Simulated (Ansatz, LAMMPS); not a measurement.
# Ionic liquid ethylammonium Br- with Li salt, from a frame at 400 K (162 atoms): geometry optimisation, part 3 of 3

Aim: bring ionic liquid ethylammonium Br- with Li salt, from a frame at 400 K (162 atoms) to a nearby minimum of the energy and see what moves.

Ansatz 0.2.0; Kohn-Sham DFT, PBEsol, PAW (set soft_2), plane waves.

The cell: 26 C, 13 N, 104 H, 16 Br and 3 Li. The network of contacts between molecules at the start is that of the classical potential that made the cell. The functional has no dispersion term. The density was typed from a rule of thumb and may lie off the real one at this temperature. The Brillouin zone is sampled at Γ only, in a cell whose shortest periodic width is 12 Å.

So far, density (g/cm³): step 5 (local order after relaxation) 1.63.

**6. Single point at the relaxed geometry**

The electronic structure is read at the final geometry, in a run of its own.

Contents of input.yaml:

```yaml
crystal:
  lattice:
    - [12.44903, 0.0, 0.0]
    - [0.0, 12.44903, 0.0]
    - [0.0, 0.0, 12.44903]
  atoms:
    - { symbol: C, position: [0.13325, 0.1851, 0.28851] }
    - { symbol: C, position: [0.06874, 0.28475, 0.31138] }
    - { symbol: "N", position: [0.1074, 0.37908, 0.2493] }
    - { symbol: H, position: [0.12917, 0.16518, 0.20228] }
    - { symbol: H, position: [0.09818, 0.11656, 0.33239] }
    - { symbol: H, position: [0.21799, 0.19451, 0.31238] }
    - { symbol: H, position: [0.98369, 0.27365, 0.28993] }
    - { symbol: H, position: [0.06985, 0.30759, 0.39696] }
    - { symbol: H, position: [0.04581, 0.43767, 0.25197] }
    - { symbol: H, position: [0.1237, 0.36107, 0.1688] }
    - { symbol: H, position: [0.17946, 0.41104, 0.28054] }
    - { symbol: C, position: [0.38658, 0.51063, 0.68709] }
    - { symbol: C, position: [0.27351, 0.47079, 0.66975] }
    - { symbol: "N", position: [0.22389, 0.52133, 0.57368] }
    - { symbol: H, position: [0.38844, 0.59861, 0.69664] }
    - { symbol: H, position: [0.43975, 0.48937, 0.61945] }
    - { symbol: H, position: [0.42022, 0.47513, 0.76067] }
    - { symbol: H, position: [0.27145, 0.38299, 0.65862] }
    - { symbol: H, position: [0.22164, 0.48991, 0.73886] }
    - { symbol: H, position: [0.26254, 0.49848, 0.50174] }
    - { symbol: H, position: [0.23139, 0.6054, 0.57694] }
    - { symbol: H, position: [0.14191, 0.49965, 0.56941] }
    - { symbol: C, position: [0.1067, 0.69806, 0.32093] }
    - { symbol: C, position: [0.05752, 0.73002, 0.21469] }
    - { symbol: "N", position: [0.94095, 0.7515, 0.22806] }
    - { symbol: H, position: [0.1915, 0.67515, 0.31103] }
    - { symbol: H, position: [0.06364, 0.62833, 0.35472] }
    - { symbol: H, position: [0.10226, 0.76466, 0.37897] }
    - { symbol: H, position: [0.09403, 0.80334, 0.18137] }
    - { symbol: H, position: [0.06496, 0.66622, 0.15387] }
    - { symbol: H, position: [0.9034, 0.67962, 0.25197] }
    - { symbol: H, position: [0.90703, 0.77762, 0.15477] }
    [... 124 atom lines left out ...]
    - { symbol: Br, position: [0.29455, 0.77699, 0.55791] }
    - { symbol: Br, position: [0.87994, 0.49828, 0.27725] }
    - { symbol: Br, position: [0.9869, 0.15669, 0.01005] }
    - { symbol: Li, position: [0.9688, 0.97933, 0.90666] }
    - { symbol: Li, position: [0.82484, 0.02295, 0.52962] }
    - { symbol: Li, position: [0.83557, 0.41463, 0.45642] }
kpoints:
  mp_grid: { grid: [1, 1, 1] }
hamiltonian:
  xc: pbesol
scf:
  occupations: { method: fixed }
output:
  forces: true
  stress: true
  populations: true
  dos:
    method: { smearing: { sigma: 0.1 } }
    de: 0.1
    projected: { site_lists: { Br: [Br], C: [C], H: [H], Li: [Li], "N": ["N"] } }
  eigenvalues: true
  write_density: true
  write_potential: true
  volumetric_format: npy
  elf: true
```

Started as:

```console
ansatz run input.yaml --threads 4 --pin off --max-ram 8192MiB --backend cpu --events-out ev --progress --plain --runs-dir out
```

Numbers of over 12 decimals in the logs are rounded to 6 here.

The log of the run:

```text
[...]
Crystal: 162 atoms, lattice volume = 1929.330 Å³
Basis set: ecut = 420 eV, 37561 PW (Γ), exchange–correlation on 180×180×180 points (8 copies of the dense FFT grid, shifted against one another)
Bands: 359, of which v1, the nominal top of the filled ones, is band 197 counted from 1 (196 counted from 0)
Symmetry: 1 space group operations
[...]
k-points: 1
[...]
SCF iter   1: F=—  HF=-57416.124421 eV  |F-HF|=—  |Δ(HF+E_count)|=         —  Δρ=4.79e-3  dr2=6.16e-1  ethr=1.77e-3  ⟨swp⟩=5.0  Hψ=1308  notcnv=0  defer=159
[...]
SCF iter   9: F=-57415.967490 eV  HF=-57415.967490 eV  |F-HF|=8.45e-9  |Δ(HF+E_count)|=   1.41e-7  Δρ=1.05e-6  dr2=2.21e-8  ethr=2.54e-11  ⟨swp⟩=24.0  Hψ=3796  notcnv=0
SCF 1 converged in 9 iterations: F = -57415.967490 eV  dr2 = 2.21e-8
[...]
WARN: The input density's exchange-correlation potential varies sharply where the density is thin. Do not read a vacuum level from v_tot or v_xc, or from such a field of the output density. On a cell that repeats whose density bears no net charge and no dipole along the vacuum's axis use v_es (v_loc + v_h of the components); [...]
SCF converged after 9 iterations
Free energy (F): -57415.967490 eV
[...]
Internal energy: -57415.967490 eV  (E = F + TS)
E sigma→0 (E₀):  -57415.967490 eV
Fermi energy:    -0.585783 eV
[...]
--- Forces (eV/Å), atoms counted from 1 ---
  atom   1  C     -0.01038935    -0.00682428     0.00412187
  atom   2  C      0.01078646     0.00293093     0.00119874
  atom   3  N     -0.01045426     0.00469217     0.01432249
  atom   4  H      0.00044151     0.00027999     0.00174571
  atom   5  H      0.00426417     0.00310121    -0.00369241
  atom   6  H      0.00193712     0.00332895    -0.00231808
  atom   7  H     -0.00316632    -0.00519810    -0.00292987
  atom   8  H      0.00020765     0.00057150     0.00190459
  atom   9  H      0.00472665     0.00589450    -0.00688020
  atom  10  H      0.00001533    -0.00043841    -0.00130173
  atom  11  H     -0.00291317    -0.00649207    -0.00477321
  atom  12  C      0.00125881     0.00414111     0.00412770
  atom  13  C     -0.00122910     0.00098302     0.00021462
  atom  14  N      0.01064216    -0.00332972     0.00083857
[...]
atom 161  Li    -0.00315391     0.00061751     0.00053449
  atom 162  Li     0.00237897    -0.00172204     0.00567145
  max |Σ_I F_I| component: 1.13e-4 eV/Å
--- Stress (GPa, compression-positive) ---
        0.126338      -0.091496       0.036595
       -0.091497       0.069596       0.190891
        0.036595       0.190892      -0.096277
  P = ⅓ Tr σ = 0.0332 GPa (0.332 kbar)
--- Band table (eV) ---
[...]
--- Löwdin populations: 162 sites ---
  site symbol       q [e]
     0      C      4.4749
     1      C      4.1642
     2      N      5.3502
[...]
161     Li      2.3846
  spilling = 0.010417 (of n_electrons = 394.000000)
```

Run time: 22 s. Hardware: 4 threads of Intel Xeon Platinum 8488C (Sapphire Rapids), shared host; peak memory 2.4 GiB.

The program notes that the exchange-correlation potential is rough where the density is thin.

Read from the output:

```yaml
free_energy: -57415.9675 eV
free_energy_per_atom: -354.4196 eV/atom
scf_cycles: 9
pressure: 0.03322 GPa
r_m_s_force_component: 0.0071 eV/Å
longest_force: 0.05307 eV/Å
fermi_energy: -0.5858 eV
spacing_of_highest_filled_and_lowest_empty_level: 4.436 eV
spilling_of_the_projection: 0.01042
```

Löwdin charges by element and coordination (they lack the spilled electrons, 0.025 e an atom on average):

```tsv
element	coordination	atoms	mean charge (e)	spread	least	most
Br	all	16	-0.598	0.0283	-0.639	-0.547
Br	0	6	-0.600	0.0249	-0.63	-0.565
Br	1	8	-0.596	0.0277	-0.638	-0.547
Br	2	2	-0.601	0.0381	-0.639	-0.563
C	all	26	-0.323	0.155	-0.483	-0.162
H	all	104	0.238	0.0532	0.176	0.343
Li	all	3	0.612	0.0022	0.611	0.615
N	all	13	-0.345	0.0049	-0.351	-0.335
```

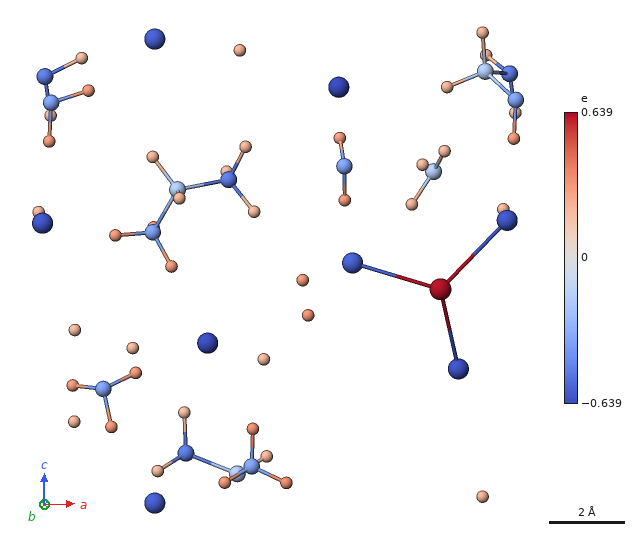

Atoms coloured by Löwdin charge. Drawn is a slice 4 Å thick, seen along the normal of the ac plane. Bonds to atoms that aren't drawn are left out.

States in the cell by windows of 1 eV, zero at the Fermi level; the larger projections on atomic orbitals stand beside the total:

```tsv
from (eV)	to (eV)	total	H s	Br p	C p	N p
-10	-9	15.2	4.6	0.0	2.4	2.8
-9	-8	15.8	4.1	0.2	2.3	8.6
-8	-7	36.2	9.2	0.4	4.7	20.2
-7	-6	21.8	4.4	0.1	9.1	7.1
-6	-5	17.4	5.2	0.1	8.7	2.9
-5	-4	18.9	5.7	0.2	10.9	1.7
-4	-3	52.7	16.9	1.1	31.1	2.6
-3	-2	19.2	8.8	0.7	9.3	0.2
-2	-1	21.3	0.5	18.8	0.4	0.6
-1	0	72.4	1.1	66.8	1.3	2.1
0	1	2.3	0.0	2.2	0.0	0.0
1	4	0.0	0.0	0.0	0.0	0.0
4	5	2.1	0.8	0.0	0.2	0.0
```

With fixed occupations the program's Fermi level is the highest filled level; weight inside the gap is the broadening of levels at its edges.

Between -26 and -10 eV lie 95 more states.

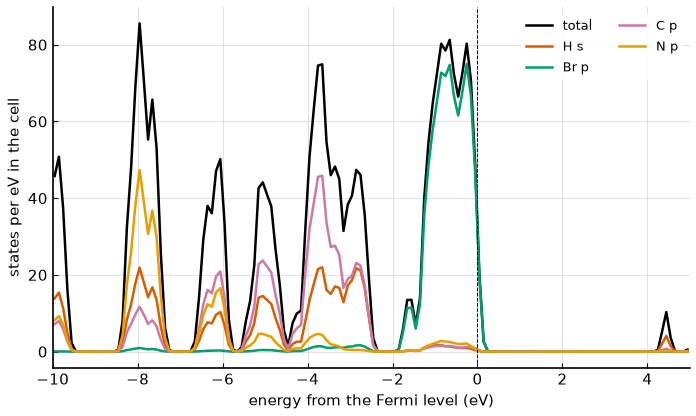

Total and projected density of states, with the broadening of the input.

The levels nearest the highest filled one (over half full), pooled over k-points and spins:

```tsv
level less the highest filled one (eV)	occupation
-0.172	2
-0.143	2
-0.103	2
-0.0809	2
-0.0303	2
0	2
4.44	0
5.13	0
5.28	0
5.38	0
5.46	0
5.51	0
```

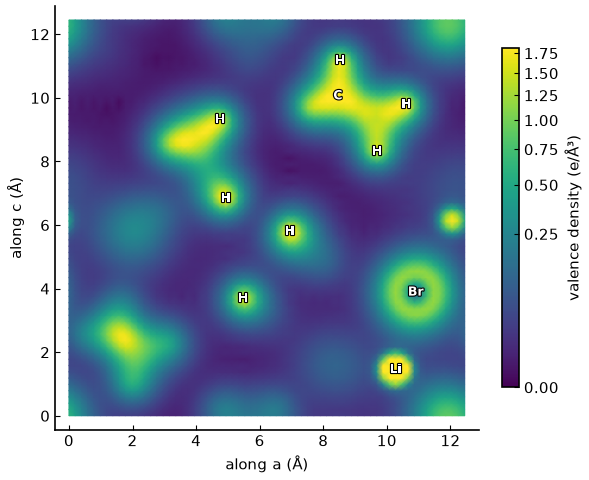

Valence density in the ac plane at fractional y = 0.014, with atoms of H and C and Br and Li within 0.2 Å of it. It is the smooth field of the valence electrons, not physical close to the nuclei. The map starts off the cell's origin, so that atoms lie inside it. The colour scale is stretched toward low values.

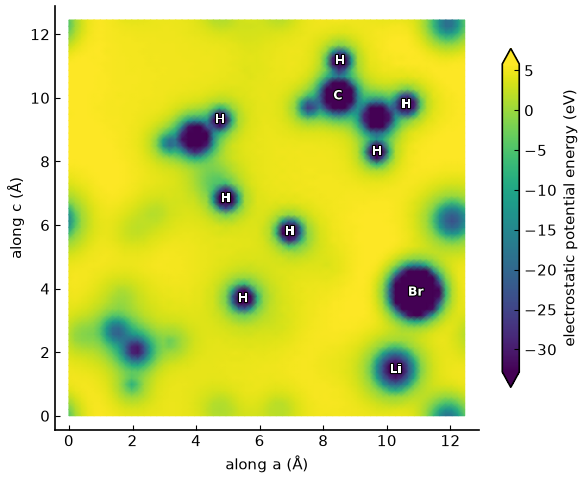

Electrostatic potential energy in the ac plane at fractional y = 0.014, with atoms of H and C and Br and Li within 0.2 Å of it. With pseudopotentials it is smooth inside the atoms' cores, unlike the true potential. The map starts off the cell's origin, so that atoms lie inside it.

Mean Löwdin charges: Br -0.60, C -0.32, H +0.24, Li +0.61, N -0.34 e (they miss 1.0 % of the electrons, so they add up to more than the cell's charge). The largest share in the top eV of filled states is Br p (93 % of the projected weight), and in the lowest eV of empty states H s (51 % of the projected weight).

A closer look about Li162, one of the 3 Li atoms: 15 atoms, nearest first, numbered in the order of the input, with positions taken from that point.

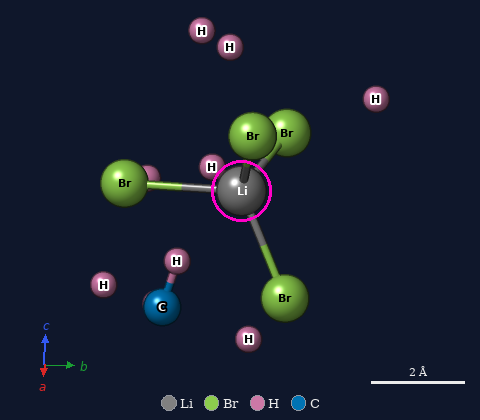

The atoms of the table, within 3.8 Å (arrows a, b, c point along x, y, z); some may hide others; the central atom is ringed.

```tsv
atom	x	y	z	distance (Å)	bonds	Löwdin charge (e)
Li162	0.00	0.00	0.00	0.00	4	0.62
Br158	0.55	1.04	-2.23	2.52	1	-0.61
Br149	-2.29	0.94	0.64	2.55	1	-0.56
Br147	1.80	0.19	1.82	2.57	1	-0.60
Br150	-0.56	-2.55	-0.12	2.61	2	-0.56
H7	1.84	-1.76	-2.07	3.28	1	0.20
H8	2.92	-1.33	-0.74	3.29	1	0.20
H66	-2.69	-2.05	-0.65	3.45	1	0.30
H84	-0.57	2.84	2.03	3.54	1	0.21
H142	-2.59	-0.37	2.44	3.58	1	0.30
H139	-0.55	-1.00	3.43	3.62	1	0.19
H9	2.62	0.29	-2.55	3.66	1	0.30
H64	-3.59	-0.65	-0.62	3.70	1	0.32
C2	2.90	-1.62	-1.81	3.78	4	-0.16
H110	-0.46	-2.91	-2.41	3.81	1	0.30
```

The column of bonds counts only the pairs H-C within 1.34 Å, H-N within 1.27 Å, C-C within 1.85 Å, C-N within 1.79 Å, Br-Li within 3.02 Å; other neighbours, such as metal atoms beside each other in a compound, aren't counted, and periodic images can show an atom twice.

**7. Other settings**

Changed here: scf.occupations.method = "fermi_dirac" and scf.occupations.width = 0.005.

input.yaml: that of step 6 with these lines changed.

```diff
@@ -6,3 +6,3 @@
   atoms:
-    [... the 162 atom lines of step 6 ...]
+    [... the 162 atom lines of step 3 ...]
 kpoints:
@@ -12,3 +12,3 @@
 scf:
-  occupations: { method: fixed }
+  occupations: { method: fermi_dirac, width: 0.005 }
 output:
@@ -22,5 +22 @@
   eigenvalues: true
-  write_density: true
-  write_potential: true
-  volumetric_format: npy
-  elf: true
```

The log of the run:

```text
[...]
Crystal: 162 atoms, lattice volume = 1929.330 Å³
Basis set: ecut = 420 eV, 37561 PW (Γ), exchange–correlation on 180×180×180 points (8 copies of the dense FFT grid, shifted against one another)
Bands: 359, of which v1, the nominal top of the filled ones, is band 197 counted from 1 (196 counted from 0)
Symmetry: 1 space group operations
[...]
k-points: 1
[...]
SCF iter   1: F=—  HF=-57405.397591 eV  |F-HF|=—  |Δ(HF+E_count)|=         —  Δρ=4.94e-3  dr2=5.78e-1  ethr=1.77e-3  ⟨swp⟩=6.0  Hψ=1730  notcnv=0  defer=104
[...]
SCF iter   9: F=-57405.247601 eV  HF=-57405.247601 eV  |F-HF|=2.88e-8  |Δ(HF+E_count)|=   2.79e-7  Δρ=1.05e-6  dr2=2.61e-8  ethr=2.54e-11  ⟨swp⟩=18.0  Hψ=2631  notcnv=0
SCF 1 converged in 9 iterations: F = -57405.247601 eV  dr2 = 2.61e-8
[...]
SCF converged after 9 iterations
Free energy (F): -57405.247601 eV
[...]
Internal energy: -57405.247601 eV  (E = F + TS)
E sigma→0 (E₀):  -57405.247601 eV
Fermi energy:    1.717040 eV
[...]
--- Forces (eV/Å), atoms counted from 1 ---
  atom   1  C     -0.13635249     0.35906333     1.56034862
  atom   2  C      3.51492392     0.66804588     0.85008183
  atom   3  N     -0.76274390    -0.18913851     0.84520855
  atom   4  H      0.20338753     0.10208566    -0.31915895
  atom   5  H      0.17561183    -0.78809871     0.05144167
  atom   6  H     -1.54730651    -0.51666413    -1.85645996
  atom   7  H     -0.18685452    -0.68882586    -0.58128593
  atom   8  H     -0.48204059     0.30443361     0.16058430
  atom   9  H     -2.37451711     1.52097750    -0.44821291
  atom  10  H      0.63482651    -0.09428907    -0.68380552
  atom  11  H      1.15622515    -0.46734069     0.14567855
  atom  12  C     -0.35644938    -0.32248224     1.18916758
  atom  13  C      1.81823177     0.75571763     1.49112406
  atom  14  N     -2.70124373    -2.29756041     1.07749397
[...]
atom 161  Li     0.16336099     0.18964604     0.00476993
  atom 162  Li     0.03020792    -0.00402579    -0.12825067
  max |Σ_I F_I| component: 1.27e-4 eV/Å
--- Stress (GPa, compression-positive) ---
        0.919098      -0.150339      -0.027230
       -0.150339       1.837357      -0.640121
       -0.027230      -0.640121       0.731466
  P = ⅓ Tr σ = 1.1626 GPa (11.626 kbar)
--- Band table (eV) ---
[...]
--- Löwdin populations: 162 sites ---
  site symbol       q [e]
     0      C      4.4518
     1      C      4.1610
     2      N      5.3600
[...]
161     Li      2.3803
  spilling = 0.011124 (of n_electrons = 394.000000)
```

The job ended after 20 s (4 threads; peak memory 2.4 GiB).

Geometry and reference: those of the single point at the start.

Forces differ from those of the single point at the start by 0 meV/Å r.m.s., 0 % of their size. It took 1.0 times the reference's time (shared host, so rough). The change had no effect here: energy, forces and cycles are those of the reference.

**8. Results**

```json
{
 "energy change in the relaxation": "-66.17 meV/atom",
 "r.m.s. displacement": "0.842 Å",
 "largest displacement": "1.867 Å",
 "free energy per atom": "-354.4196 eV/atom",
 "pressure": "0.03322 GPa",
 "r.m.s. force component": "0.0071 eV/Å",
 "gap (highest filled to lowest empty level)": "4.436 eV",
 "wall time of the 4 DFT runs": "6.1 min"
}
```

In words: Relaxation lowers the energy by 66.2 meV/atom and moves atoms by 0.84 Å r.m.s.; the r.m.s. force component goes from 0.97 to 0.0071 eV/Å, the pressure goes from 1.2 to 0.033 GPa, and the gap from 3.68 to 4.44 eV. By the final cutoffs no bond was broken or made. From the first step to the last the energy fell by 10.720 eV, and the largest move was 1.87 Å (H39). The Br-Li bonds change most in mean length: from 2.653 Å (spread 0.118) to 2.552 Å (spread 0.037). By these cutoffs 50 % of Br atoms have 1, all C atoms have 4, all H atoms have 1 and all Li atoms have 4 bonded neighbours. The highest filled and lowest empty levels differ by 4.44 eV (at Γ alone); a semilocal functional tends to put such gaps too low. In a disordered cell it changes from sample to sample and from frame to frame.

Caveats: The network of contacts between molecules at the start is that of the classical potential that made the cell; in DFT atoms moved by 0.84 Å r.m.s.

[Logs are printed without paths, hosts, clocks, repeated set-up lines and the standing remarks that a program may print on its own settings, such as how far it seeks lower states.]

[Hosts, paths, dates, database ids (printed as entryN), source tags and the programs' standing remarks are cut or masked in the printed files.]
